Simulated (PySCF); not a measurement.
## Atomic calculation, with input and output: Ho³⁺

Ho³⁺, configuration 1s2 2s2 2p6 3s2 3p6 3d10 4s2 4p6 4d10 4f10 5s2 5p6, multiplicity 5. Computed at this level: unrestricted HF, x2c-TZVPPall plus 1 even-tempered diffuse shell per l, spin-free X2C-1e, Gaussian nucleus (PySCF).

**Input**
```python
from pyscf import gto, scf, dft, mp, cc
import basis_set_exchange as bse
mol = gto.M(atom="Ho 0 0 0", charge=3, spin=4, symmetry="D2h",
            basis=gto.basis.parse(bse.get_basis("x2c-TZVPPall", elements=["Ho"], fmt="nwchem", augment_diffuse=1)),
            nucmod="G")
mf = scf.UHF(mol).sfx2c1e()
mf.irrep_nelec = {'Ag': (9, 9), 'B1g': (2, 2), 'B2g': (2, 2), 'B3g': (2, 2), 'Au': (1, 0), 'B1u': (6, 4), 'B2u': (6, 6), 'B3u': (6, 5)}
mf.kernel()
```

The script is an equivalent of what the driver set up; the driver started from orbitals of its own, so the log can be shorter than this script's would be, and it computed the properties (radii, ⟨L²⟩, response) afterwards. It held the occupations shell by shell, which the script's counts by irreducible representation don't always enforce.

**The program's output (extracts)**
```
damping factor = 0
level_shift factor = 0
DIIS = <class 'pyscf.scf.diis.CDIIS'>
diis_start_cycle = 1
diis_space = 10
diis_damp = 0
SCF conv_tol = 1e-09
SCF conv_tol_grad = None
number electrons alpha = 34  beta = 30
cycle= 1 E= -12610.0554938339  delta_E= -0.0085  |g|= 0.0291  |ddm|= 0.0279
cycle= 2 E= -12610.0555549853  delta_E= -6.12e-05  |g|= 0.00342  |ddm|= 0.00288
cycle= 3 E= -12610.0555561423  delta_E= -1.16e-06  |g|= 0.00227  |ddm|= 0.00189
cycle= 4 E= -12610.0555565637  delta_E= -4.21e-07  |g|= 0.000303  |ddm|= 0.000708
cycle= 5 E= -12610.0555566074  delta_E= -4.36e-08  |g|= 3.95e-05  |ddm|= 0.000225
cycle= 6 E= -12610.055556608  delta_E= -6e-10  |g|= 1.15e-05  |ddm|= 2.69e-05
converged SCF energy = -12610.055556608  <S^2> = 6.0044544  2S+1 = 5.0017815
```

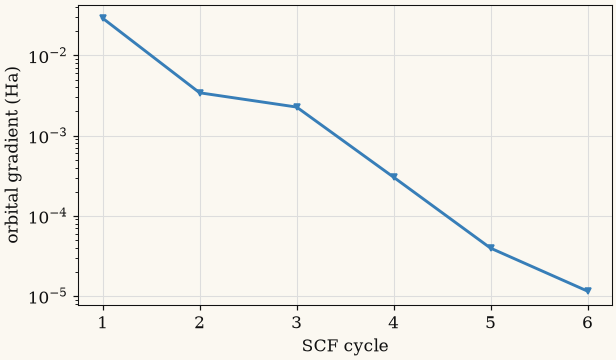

*Convergence: orbital gradient against the SCF cycle.*

The residual falls at every step. It goes from 0.029 to 1.1×10⁻⁵ in 6 steps.

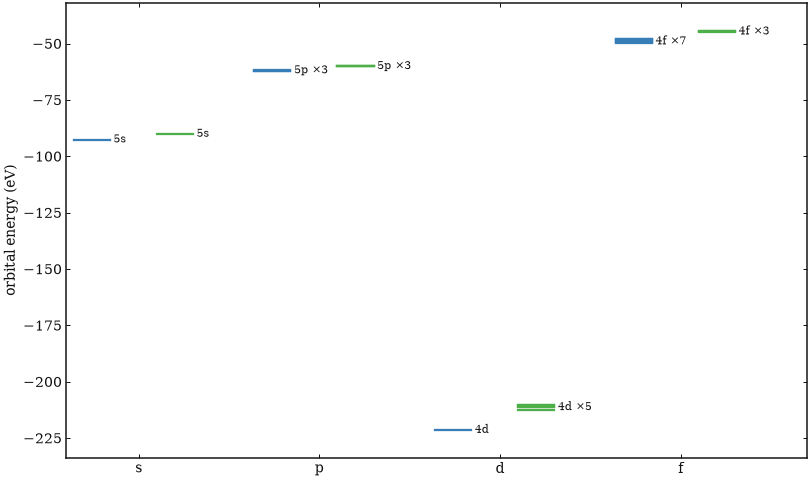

*Orbital energies of the mean field, from the top down to −221.3 eV, by angular momentum, α spin at the left of each column and β at the right; ×n counts the orbitals under one label.*

The highest filled orbital is 4f β at −44.4 eV, the lowest empty one s α at −19.1 eV.

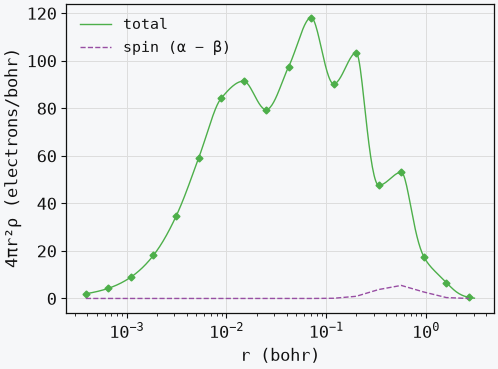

*Spherically averaged radial density 4πr²ρ of the mean field and its spin part; markers are the stored points, which are sparse, and the line is a monotone interpolation between them.*

The largest stored value is 118 electrons/bohr at r = 0.071 bohr. Root-mean-square radii of the shells: 4s 0.551, 4p 0.585, 4d 0.643, 4f 0.859, 5s 1.35, 5p 1.56 bohr.

**Key numbers**

- outcome: converged
- total energy: −12610.0556 hartree
- ⟨S²⟩: 6.004
- ⟨L²⟩: 34.03
- static polarisability: 4.85 bohr³
- C₆ of the like pair: 25.6 hartree bohr⁶
- SCF iterations: 6
- hardware: 1 CPU thread, shared host
- CPU time: 2.6 min (integrals apart)

**Remarks**

Radii and densities are those of the two-component orbitals, without the picture-change correction, so the innermost s shells come out slightly too small (about 1 % for 1s near Z = 40, more for heavier atoms). ⟨L²⟩ departs from that of the intended term, so the determinant mixes terms.
